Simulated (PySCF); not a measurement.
System: SiSe (charge +1, doublet).

```xyz
2

Si    0.0000    0.0000   -1.6429
Se    0.0000    0.0000    0.5751
```

Computed with PBE0/def2-SVP, non-relativistic Hamiltonian with scalar-relativistic core potentials where named, at a bond length of 2.218 Å (PySCF 2.14.0).

What will maps of the electron density, electron localisation function and spin density show?

Si–Se (2.22 Å): the density is about 0.81 e/Å³ at the midpoint; the ELF peaks at about 0.85 between the atoms (localised, covalent bonding).
The unpaired spin (1 electron) lies mostly on Se2 (about 0.9) and Si1 (about 0.1), in electrons by Hirshfeld's partition.

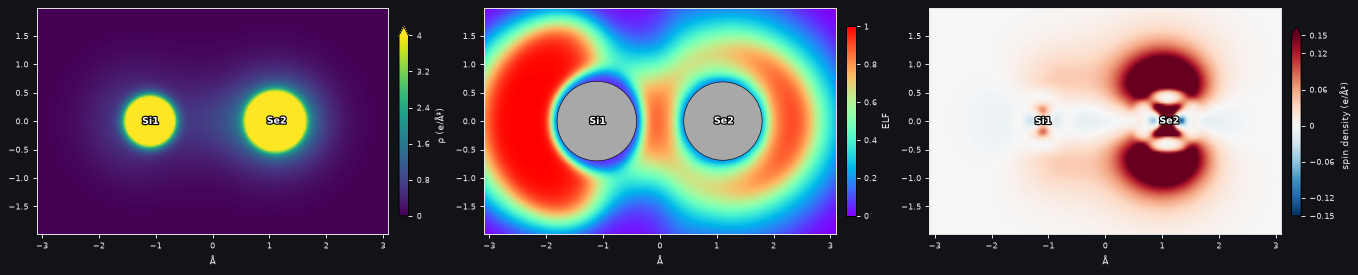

Computed electron density, electron localisation function and spin density on a plane that holds the molecular axis, in this order. Grey discs cover the atomic cores in the ELF map. 
